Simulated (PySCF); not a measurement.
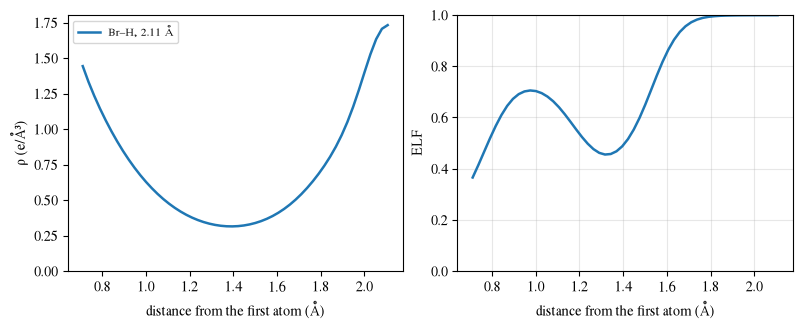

Figure. HBr (charge −1, doublet). Electron density and electron localisation function along straight lines between neighbouring atoms. The curves leave out the atomic cores.

Method: PBE0/aug-cc-pVDZ-DK/X2C, spin-free X2C-1e, Gaussian nucleus, at a bond length of 2.107 Å (PySCF 2.14.0).

```xyz
2

H     0.0000    0.0000   -2.0804
Br    0.0000    0.0000    0.0266
```

> What can be read from the curves?

Br–H (2.11 Å): ρ is about 0.54 e/Å³ halfway; the ELF climbs to about 1 towards the hydrogen, as it does in any bond to H.
